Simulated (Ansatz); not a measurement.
# BNHS (quartet): correlated methods under varied settings at distance B1–S2 = 2.325 Å

Aim: run BNHS (quartet) at one geometry under a spread of methods and options, and see what each costs and gives.

Method: the settings change from run to run; program: Ansatz 0.2.0, Gaussian basis.

42 further runs of the same task are left out: 5 for a known fault of the program, 1 for a mislabelled method, 29 that didn't finish, 7 set aside as unsound or not needed.

## 1. What is computed

The geometry derives from a PBE0/def2-TZVP stationary point (not a proven minimum). One bond is set to the value named and the two fragments are kept rigid.

4 atoms, charge 0, spin multiplicity 4.

Atoms are counted from 1 here; the program's logs count them from 0.

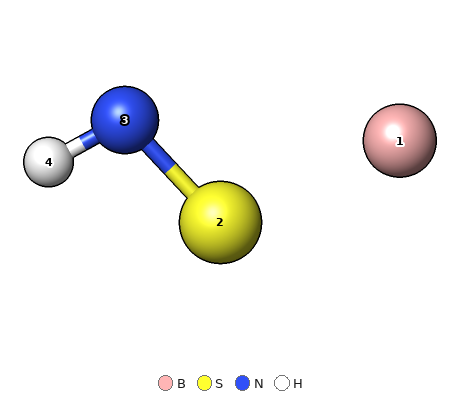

The structure; boron pink, sulfur yellow, nitrogen blue, hydrogen white; atoms are numbered from 1 in the order of the file.

## 2. MP2 on UHF/cc-pVDZ

in.yaml reads:

```yaml
crystal:
  periodic: [false, false, false]
  atoms:
    - {symbol: B, position_ang: [0.000000, -0.946591, 1.855534]}
    - {symbol: S, position_ang: [0.000000, 0.492682, 0.029577]}
    - {symbol: N, position_ang: [0.000000, -0.417299, -1.348309]}
    - {symbol: H, position_ang: [0.000000, 0.278512, -2.106500]}
basis:
  gaussian: {orbitals: cc-pVDZ, fitting: {mean_field: def2-universal-jkfit}}
magnetization: {spin_polarized: true, initial_magnetization: 3}
correlation: {method: mp2, electrons: valence}
```

Command:

```
ansatz run in.yaml --threads 1 --pin off --events-out ev --progress --plain --max-ram 2393MiB
```

The program printed:

```text
Functional definition: HF
  name "HF"
  cite "Fock, Z. Phys. 61, 126 (1930) doi:10.1007/BF01340294"
  parent pbe
  exchange = exact_x
  correlation = 0
298 factors; integrals over basis functions are off by at most 2.2e-1 eV
mean field evaluation 1: about -12977.1140 eV, gradient 1.8e1 eV
mean field evaluation 2: about -12978.8906 eV, gradient 1.5e1 eV
mean field evaluation 4: about -12980.4847 eV, gradient 2.2e0 eV
mean field evaluation 8: about -12980.8566 eV, gradient 4.0e-1 eV
mean field evaluation 16: about -12980.5965 eV, gradient 1.8e-6 eV
mean field evaluation 32: about -12980.4961 eV, gradient 2.2e0 eV
mean field -12980.87152331 eV, -477.0382297308 hartree, gradient 1.2e-6 eV, S^2 3.848861; 7 other end points of the search recorded, 0 dependent functions left out
7 core orbitals not correlated: weight in the atoms' cores, before any rotation towards them, 1.000 or more for the frozen orbitals, at most 0.000 for the correlated occupied ones
reference -12980.87152331 eV, -477.0382297308 hartree; 9, 6 occupied and 35, 38 virtual orbitals, 298 factors
second order -8.18207875 eV of doubles, -0.00000000 eV of singles
Total energy: -12989.05360206 eV, -477.3389155788 hartree
```

Wall time 6.5 s (1 thread of AMD EPYC, shared host).

From the report: ⟨S²⟩ of the determinant 3.849 (pure quartet: 3.75).

## 3. CCSD(T)/STO-3G

Changes to in.yaml since step 2:

```diff
@@ -8,4 +8,7 @@
 basis:
-  gaussian: {orbitals: cc-pVDZ, fitting: {mean_field: def2-universal-jkfit}}
+  gaussian: {orbitals: STO-3G}
 magnetization: {spin_polarized: true, initial_magnetization: 3}
-correlation: {method: mp2, electrons: valence}
+hamiltonian: {xc: {name: r2SCAN}}
+correlation: {method: ccsd_t, electrons: outside_noble_gas}
+scf: {lower_state_search: light}
+output: {forces: true}
```

Launched as before.

The program printed (excerpt; [...] marks lines left out):

```text
Functional definition: r2SCAN
  name "r2SCAN"
  cite "Furness, Kaplan, Ning, Perdew & Sun, J. Phys. Chem. Lett. 11, 8208 (2020) doi:10.1021/acs.jpclett.0c02405"
  cite "Furness, Kaplan, Ning, Perdew & Sun, J. Phys. Chem. Lett. 11, 9248 (2020) doi:10.1021/acs.jpclett.0c03077"
  parent r2scan
[...]
240 factors; integrals over basis functions are off by at most 2.0e-5 eV
[...]
mean field -12859.75588520 eV, -472.5873121256 hartree, gradient 4.1e-6 eV, S^2 3.764146; 7 other end points of the search recorded, 0 dependent functions left out
7 core orbitals not correlated: weight in the atoms' cores, before any rotation towards them, 1.000 or more for the frozen orbitals, at most 0.000 for the correlated occupied ones
reference -12831.93130663 eV, -471.5647777231 hartree; 9, 6 occupied and 4, 7 virtual orbitals, 240 factors
second order -2.91232666 eV of doubles, -0.43627917 eV of singles
cycle   1  -3.48537559 eV  change   -1.3e-1 eV  update   1.2e-1
[...]
cycle  24  -4.00029938 eV  change   -5.4e-8 eV  update   7.5e-8
perturbative correction -0.13349535 eV, -0.0049058635 hartree
[...]
Total energy: -12836.06510135 eV, -471.7166918774 hartree
Atom 0 at     0.000000    -0.946591     1.855534 Å, force    -0.000000     1.380260    -2.240908 eV/Å
Atom 1 at     0.000000     0.492682     0.029577 Å, force    -0.000000     0.509697     4.337702 eV/Å
Atom 2 at     0.000000    -0.417299    -1.348309 Å, force    -0.000000    -3.721930    -0.087869 eV/Å
Atom 3 at     0.000000     0.278512    -2.106500 Å, force     0.000000     1.831973    -2.008925 eV/Å
Dipole moment:     0.000000     0.288285     0.014863 e Å
```

Run time: 23 s. Hardware: 1 thread of AMD EPYC, shared host.

From the report: ⟨S²⟩ of the determinant 3.764 (pure quartet: 3.75); correlation -4.1338 eV; T1 0.029; largest double amplitude 0.14. The orbitals are Kohn-Sham ones, so correlation energy and T1 don't compare with those on Hartree-Fock orbitals.

## 4. CCSD(T) on ROHF/cc-pVDZ

in.yaml reads:

```yaml
crystal:
  periodic: [false, false, false]
  atoms:
    - {symbol: B, position_ang: [0.000000, -0.946591, 1.855534]}
    - {symbol: S, position_ang: [0.000000, 0.492682, 0.029577]}
    - {symbol: N, position_ang: [0.000000, -0.417299, -1.348309]}
    - {symbol: H, position_ang: [0.000000, 0.278512, -2.106500]}
basis:
  gaussian: {orbitals: cc-pVDZ}
magnetization: {spin_polarized: false, initial_magnetization: 3}
correlation: {method: ccsd_t, electrons: outside_noble_gas, diis_vectors: 1}
```

The command is unchanged.

The program printed (excerpt; [...] marks lines left out):

```text
Functional definition: HF
  name "HF"
  cite "Fock, Z. Phys. 61, 126 (1930) doi:10.1007/BF01340294"
  parent pbe
[...]
506 factors; integrals over basis functions are off by at most 1.2e-3 eV
[...]
mean field -12980.41010620 eV, -477.0212729649 hartree, gradient 8.8e-6 eV, S^2 3.750000; 16 other end points of the search recorded, 0 dependent functions left out
[...]
determinant -12980.41010620 eV, -477.0212729649 hartree, with singles and doubles -12990.32724852 eV, -477.3857212229 hartree
determinant -12980.12151279 eV, -477.0106673528 hartree, with singles and doubles -12989.99018935 eV, -477.3733345272 hartree
determinant -12978.48507336 eV, -476.9505293129 hartree, with singles and doubles -12987.89049351 eV, -477.2961721282 hartree
determinant -12978.26043697 eV, -476.9422740778 hartree, with singles and doubles -12987.60757892 eV, -477.2857752089 hartree
[...]
determinant -12977.29301908 eV, -476.9067221261 hartree, with singles and doubles -12986.63526824 eV, -477.2500434503 hartree
determinant -12977.16939838 eV, -476.9021791490 hartree, with singles and doubles -12987.77148783 eV, -477.2917987500 hartree
determinant -12980.41010620 eV, -477.0212729649 hartree, with singles and doubles -12990.35809349 eV, -477.3868547548 hartree
determinant -12980.12151279 eV, -477.0106673528 hartree, with singles and doubles -12990.01755397 eV, -477.3743401582 hartree
[...]
7 core orbitals not correlated: weight in the atoms' cores, before any rotation towards them, 1.000 or more for the frozen orbitals, at most 0.000 for the correlated occupied ones
reference -12980.41010620 eV, -477.0212729649 hartree; 9, 6 occupied and 35, 38 virtual orbitals, 506 factors
second order -8.48948631 eV of doubles, -0.18885668 eV of singles
cycle   1  -9.94798573 eV  change    1.6e-6 eV  update   2.8e-6
perturbative correction -0.43675841 eV, -0.0160505756 hartree
Total energy: -12990.79485034 eV, -477.4029052731 hartree
```

Run time: 73 s. Hardware: 1 thread of AMD EPYC, shared host.

From the report: correlation -10.3847 eV; T1 0.067; largest double amplitude 0.09.

## 5. MP2 on UHF/cc-pVDZ

Changes to in.yaml since step 4:

```diff
@@ -9,3 +9,3 @@
   gaussian: {orbitals: cc-pVDZ}
-magnetization: {spin_polarized: false, initial_magnetization: 3}
-correlation: {method: ccsd_t, electrons: outside_noble_gas, diis_vectors: 1}
+magnetization: {spin_polarized: true, initial_magnetization: 3}
+correlation: {method: mp2, electrons: valence}
```

Launched as before.

The program printed (excerpt; [...] marks lines left out):

```text
Functional definition: HF
  name "HF"
  cite "Fock, Z. Phys. 61, 126 (1930) doi:10.1007/BF01340294"
  parent pbe
[...]
506 factors; integrals over basis functions are off by at most 1.2e-3 eV
[...]
mean field -12980.87377986 eV, -477.0383126575 hartree, gradient 2.5e-6 eV, S^2 3.848865; 7 other end points of the search recorded, 0 dependent functions left out
7 core orbitals not correlated: weight in the atoms' cores, before any rotation towards them, 1.000 or more for the frozen orbitals, at most 0.000 for the correlated occupied ones
reference -12980.87377986 eV, -477.0383126575 hartree; 9, 6 occupied and 35, 38 virtual orbitals, 506 factors
second order -8.18262478 eV of doubles, -0.00000000 eV of singles
Total energy: -12989.05640464 eV, -477.3390185719 hartree
```

Run time: 8.1 s. Hardware: 1 thread of AMD EPYC, shared host.

From the report: ⟨S²⟩ of the determinant 3.849 (pure quartet: 3.75).

## 6. CCSD(T) on UHF/cc-pVDZ

Changes to in.yaml since step 5:

```diff
@@ -10,2 +10,4 @@
 magnetization: {spin_polarized: true, initial_magnetization: 3}
-correlation: {method: mp2, electrons: valence}
+correlation: {method: ccsd_t, electrons: outside_noble_gas}
+scf: {lower_state_search: full}
+output: {forces: true}
```

Same command.

The program printed (excerpt; [...] marks lines left out):

```text
Functional definition: HF
  name "HF"
  cite "Fock, Z. Phys. 61, 126 (1930) doi:10.1007/BF01340294"
  parent pbe
[...]
506 factors; integrals over basis functions are off by at most 1.2e-3 eV
[...]
mean field -12980.87377986 eV, -477.0383126575 hartree, gradient 2.5e-6 eV, S^2 3.848865; 19 other end points of the search recorded, 0 dependent functions left out
determinant -12980.87377986 eV, -477.0383126575 hartree, with singles and doubles -12990.39544118 eV, -477.3882272571 hartree
determinant -12980.59870216 eV, -477.0282037387 hartree, with singles and doubles -12990.05519131 eV, -477.3757233052 hartree
determinant -12979.19415690 eV, -476.9765876521 hartree, with singles and doubles -12988.46638448 eV, -477.3173357309 hartree
determinant -12978.84597614 eV, -476.9637922453 hartree, with singles and doubles -12987.89562954 eV, -477.2963608737 hartree
[...]
7 core orbitals not correlated: weight in the atoms' cores, before any rotation towards them, 1.000 or more for the frozen orbitals, at most 0.000 for the correlated occupied ones
reference -12980.87377986 eV, -477.0383126575 hartree; 9, 6 occupied and 35, 38 virtual orbitals, 506 factors
second order -8.18262478 eV of doubles, -0.00000000 eV of singles
cycle   1  -9.53563379 eV  change    6.1e-6 eV  update   5.1e-6
[...]
cycle   7  -9.53563791 eV  change    2.4e-7 eV  update   1.1e-7
perturbative correction -0.38652259 eV, -0.0142044434 hartree
[...]
Total energy: -12990.79594037 eV, -477.4029453308 hartree
Atom 0 at     0.000000    -0.946591     1.855534 Å, force     0.000000     0.885907    -1.314588 eV/Å
Atom 1 at     0.000000     0.492682     0.029577 Å, force     0.000000    -1.054255     0.954439 eV/Å
Atom 2 at     0.000000    -0.417299    -1.348309 Å, force    -0.000000    -0.002143     0.802687 eV/Å
Atom 3 at     0.000000     0.278512    -2.106500 Å, force     0.000000     0.170490    -0.442538 eV/Å
Dipole moment:     0.000000     0.357767    -0.212126 e Å
```

Wall time 86 s (1 thread of AMD EPYC, shared host).

From the report: ⟨S²⟩ of the determinant 3.849 (pure quartet: 3.75); correlation -9.9222 eV; T1 0.047; largest double amplitude 0.08.

## 7. BCCD(T) on ROHF/cc-pVDZ

in.yaml reads:

```yaml
crystal:
  periodic: [false, false, false]
  atoms:
    - {symbol: B, position_ang: [0.000000, -0.946591, 1.855534]}
    - {symbol: S, position_ang: [0.000000, 0.492682, 0.029577]}
    - {symbol: N, position_ang: [0.000000, -0.417299, -1.348309]}
    - {symbol: H, position_ang: [0.000000, 0.278512, -2.106500]}
basis:
  gaussian: {orbitals: cc-pVDZ, fitting: {mean_field: def2-universal-jkfit}}
magnetization: {spin_polarized: false, initial_magnetization: 3}
correlation: {method: bccd_t, electrons: valence}
output: {forces: true}
```

The command is unchanged.

The program printed (excerpt; [...] marks lines left out):

```text
Functional definition: HF
  name "HF"
  cite "Fock, Z. Phys. 61, 126 (1930) doi:10.1007/BF01340294"
  parent pbe
[...]
298 factors; integrals over basis functions are off by at most 2.2e-1 eV
[...]
mean field -12980.40792700 eV, -477.0211928807 hartree, gradient 1.9e-6 eV, S^2 3.750000; 15 other end points of the search recorded, 0 dependent functions left out
[...]
determinant -12980.40792700 eV, -477.0211928807 hartree, with singles and doubles -12990.32565534 eV, -477.3856626746 hartree
determinant -12980.11939270 eV, -477.0105894406 hartree, with singles and doubles -12989.98857918 eV, -477.3732753544 hartree
determinant -12978.48276340 eV, -476.9504444233 hartree, with singles and doubles -12987.88877648 eV, -477.2961090283 hartree
determinant -12978.25813426 eV, -476.9421894548 hartree, with singles and doubles -12987.60584040 eV, -477.2857113191 hartree
[...]
7 core orbitals not correlated: weight in the atoms' cores, before any rotation towards them, 1.000 or more for the frozen orbitals, at most 0.000 for the correlated occupied ones
reference -12980.40792700 eV, -477.0211928807 hartree; 9, 6 occupied and 35, 38 virtual orbitals, 298 factors
second order -8.48872026 eV of doubles, -0.18883178 eV of singles
cycle   1  -9.93683681 eV  change    1.2e-2 eV  update   4.7e-2
[...]
cycle  23  -9.95182454 eV  change   -9.8e-8 eV  update   8.9e-8
perturbative correction -0.44599526 eV, -0.0163900235 hartree
[...]
Total energy: -12990.80574680 eV, -477.4033057104 hartree
Atom 0 at     0.000000    -0.946591     1.855534 Å, force    -0.000000     0.872379    -1.292333 eV/Å
Atom 1 at     0.000000     0.492682     0.029577 Å, force     0.000000    -1.046087     0.953435 eV/Å
Atom 2 at     0.000000    -0.417299    -1.348309 Å, force    -0.000000     0.014658     0.796844 eV/Å
Atom 3 at     0.000000     0.278512    -2.106500 Å, force     0.000000     0.159051    -0.457947 eV/Å
Dipole moment:     0.000000     0.357365    -0.214056 e Å
```

Run time: 87 s. Hardware: 1 thread of AMD EPYC, shared host.

From the report: correlation -10.3978 eV; largest double amplitude 0.09.

## 8. CCSD on ROHF/cc-pVDZ

Changes to in.yaml since step 7:

```diff
@@ -8,5 +8,4 @@
 basis:
-  gaussian: {orbitals: cc-pVDZ, fitting: {mean_field: def2-universal-jkfit}}
+  gaussian: {orbitals: cc-pVDZ}
 magnetization: {spin_polarized: false, initial_magnetization: 3}
-correlation: {method: bccd_t, electrons: valence}
-output: {forces: true}
+correlation: {method: ccsd, electrons: valence, diis_vectors: 4}
```

Launched as before.

The program printed (excerpt; [...] marks lines left out):

```text
Functional definition: HF
  name "HF"
  cite "Fock, Z. Phys. 61, 126 (1930) doi:10.1007/BF01340294"
  parent pbe
[...]
506 factors; integrals over basis functions are off by at most 1.2e-3 eV
[...]
mean field -12980.41010620 eV, -477.0212729649 hartree, gradient 8.8e-6 eV, S^2 3.750000; 16 other end points of the search recorded, 0 dependent functions left out
[...]
determinant -12980.41010620 eV, -477.0212729649 hartree, with singles and doubles -12990.32724852 eV, -477.3857212229 hartree
determinant -12980.12151279 eV, -477.0106673528 hartree, with singles and doubles -12989.99018935 eV, -477.3733345272 hartree
determinant -12978.48507336 eV, -476.9505293129 hartree, with singles and doubles -12987.89049351 eV, -477.2961721282 hartree
determinant -12978.26043697 eV, -476.9422740778 hartree, with singles and doubles -12987.60757892 eV, -477.2857752089 hartree
determinant -12977.68981679 eV, -476.9213041728 hartree, with singles and doubles -12987.19115267 eV, -477.2704718264 hartree
determinant -12977.29301908 eV, -476.9067221261 hartree, with singles and doubles -12986.63526824 eV, -477.2500434503 hartree
determinant -12977.16939838 eV, -476.9021791490 hartree, with singles and doubles -12987.77148783 eV, -477.2917987500 hartree
determinant -12980.41010620 eV, -477.0212729649 hartree, with singles and doubles -12990.35809349 eV, -477.3868547548 hartree
determinant -12980.12151279 eV, -477.0106673528 hartree, with singles and doubles -12990.01755397 eV, -477.3743401582 hartree
7 core orbitals not correlated: weight in the atoms' cores, before any rotation towards them, 1.000 or more for the frozen orbitals, at most 0.000 for the correlated occupied ones
reference -12980.41010620 eV, -477.0212729649 hartree; 9, 6 occupied and 35, 38 virtual orbitals, 506 factors
second order -8.48948631 eV of doubles, -0.18885668 eV of singles
cycle   1  -9.94798573 eV  change    1.6e-6 eV  update   2.8e-6
Total energy: -12990.35809193 eV, -477.3868546975 hartree
```

Wall time 64 s (1 thread of AMD EPYC, shared host).

From the report: correlation -9.9480 eV; T1 0.067; largest double amplitude 0.09.

## 9. CCSD(T) on UHF/cc-pVDZ

Changes to in.yaml since step 8:

```diff
@@ -9,3 +9,4 @@
   gaussian: {orbitals: cc-pVDZ}
-magnetization: {spin_polarized: false, initial_magnetization: 3}
-correlation: {method: ccsd, electrons: valence, diis_vectors: 4}
+magnetization: {spin_polarized: true, initial_magnetization: 3}
+correlation: {method: ccsd_t, electrons: outside_noble_gas}
+accuracy: high
```

Launched as before.

The program printed (excerpt; [...] marks lines left out):

```text
Functional definition: HF
  name "HF"
  cite "Fock, Z. Phys. 61, 126 (1930) doi:10.1007/BF01340294"
  parent pbe
[...]
1104 factors; integrals over basis functions are off by at most 3.7e-9 eV
[...]
mean field -12980.87390819 eV, -477.0383173737 hartree, gradient 2.4e-8 eV, S^2 3.848866; 9 other end points of the search recorded, 0 dependent functions left out
determinant -12980.87390819 eV, -477.0383173737 hartree, with singles and doubles -12990.39557109 eV, -477.3882320310 hartree
determinant -12980.59883241 eV, -477.0282085250 hartree, with singles and doubles -12990.05532353 eV, -477.3757281641 hartree
determinant -12978.84610738 eV, -476.9637970684 hartree, with singles and doubles -12987.89576353 eV, -477.2963657978 hartree
determinant -12978.63096653 eV, -476.9558907881 hartree, with singles and doubles -12987.60237249 eV, -477.2855838761 hartree
determinant -12980.87390819 eV, -477.0383173737 hartree, with singles and doubles -12990.40955035 eV, -477.3887457596 hartree
determinant -12980.59883241 eV, -477.0282085250 hartree, with singles and doubles -12990.06975336 eV, -477.3762584506 hartree
7 core orbitals not correlated: weight in the atoms' cores, before any rotation towards them, 1.000 or more for the frozen orbitals, at most 0.000 for the correlated occupied ones
reference -12980.87390819 eV, -477.0383173737 hartree; 9, 6 occupied and 35, 38 virtual orbitals, 1104 factors
second order -8.18264546 eV of doubles, -0.00000000 eV of singles
cycle   1  -9.53563578 eV  change    6.4e-6 eV  update   5.1e-6
[...]
cycle  17  -9.53563954 eV  change    1.0e-9 eV  update  7.8e-10
perturbative correction -0.38652204 eV, -0.0142044231 hartree
Total energy: -12990.79606977 eV, -477.4029500863 hartree
```

Wall time 87 s (1 thread of AMD EPYC, shared host).

From the report: ⟨S²⟩ of the determinant 3.849 (pure quartet: 3.75); correlation -9.9222 eV; T1 0.047; largest double amplitude 0.08.

## 10. MP2 on ROHF/6-31G

Changes to in.yaml since step 9:

```diff
@@ -8,5 +8,5 @@
 basis:
-  gaussian: {orbitals: cc-pVDZ}
-magnetization: {spin_polarized: true, initial_magnetization: 3}
-correlation: {method: ccsd_t, electrons: outside_noble_gas}
-accuracy: high
+  gaussian: {orbitals: 6-31G}
+magnetization: {spin_polarized: false, initial_magnetization: 3}
+correlation: {method: mp2, electrons: outside_noble_gas}
+output: {forces: true}
```

Same command.

The program printed (excerpt; [...] marks lines left out):

```text
Functional definition: HF
  name "HF"
  cite "Fock, Z. Phys. 61, 126 (1930) doi:10.1007/BF01340294"
  parent pbe
[...]
431 factors; integrals over basis functions are off by at most 2.3e-4 eV
[...]
mean field -12977.65788770 eV, -476.9201308006 hartree, gradient 4.1e-6 eV, S^2 3.750000; 15 other end points of the search recorded, 0 dependent functions left out
[...]
7 core orbitals not correlated: weight in the atoms' cores, before any rotation towards them, 1.000 or more for the frozen orbitals, at most 0.000 for the correlated occupied ones
reference -12977.65788770 eV, -476.9201308006 hartree; 9, 6 occupied and 17, 20 virtual orbitals, 431 factors
second order -4.60126545 eV of doubles, -0.11001636 eV of singles
[...]
Total energy: -12982.36916951 eV, -477.0932672135 hartree
Atom 0 at     0.000000    -0.946591     1.855534 Å, force    -0.000000     0.989823    -1.552839 eV/Å
Atom 1 at     0.000000     0.492682     0.029577 Å, force     0.000000     0.850750     4.597156 eV/Å
Atom 2 at     0.000000    -0.417299    -1.348309 Å, force    -0.000000    -1.691112    -2.256119 eV/Å
Atom 3 at     0.000000     0.278512    -2.106500 Å, force     0.000000    -0.149460    -0.788198 eV/Å
Dipole moment:     0.000000     0.305311     0.029734 e Å
```

Run time: 17 s. Hardware: 1 thread of AMD EPYC, shared host.

## 11. All runs side by side

```csv
level,correlated,functions,energy (eV),time
MP2 on UHF/cc-pVDZ,valence,51,-12989.0536,6.5 s
CCSD(T)/STO-3G (on r2SCAN orbitals),outside noble gas,20,-12836.0651,23 s
CCSD(T) on ROHF/cc-pVDZ,outside noble gas,51,-12990.7949,73 s
MP2 on UHF/cc-pVDZ,valence,51,-12989.0564,8.1 s
CCSD(T) on UHF/cc-pVDZ,outside noble gas,51,-12990.7959,86 s
BCCD(T) on ROHF/cc-pVDZ,valence,51,-12990.8057,87 s
CCSD on ROHF/cc-pVDZ,valence,51,-12990.3581,64 s
CCSD(T) on UHF/cc-pVDZ,outside noble gas,51,-12990.7961,87 s
MP2 on ROHF/6-31G,outside noble gas,33,-12982.3692,17 s
```

## 12. Outcome

```
quantity                          value
    runs                              9
quickest      MP2 on UHF/cc-pVDZ, 6.5 s
 slowest  BCCD(T) on ROHF/cc-pVDZ, 87 s
```

**Reading.** Total energies in different bases, with other cores or another treatment of relativity can't be set against each other. BCCD(T) on ROHF/cc-pVDZ took 13 times as long as MP2 on UHF/cc-pVDZ; the jobs differ in more than the method.
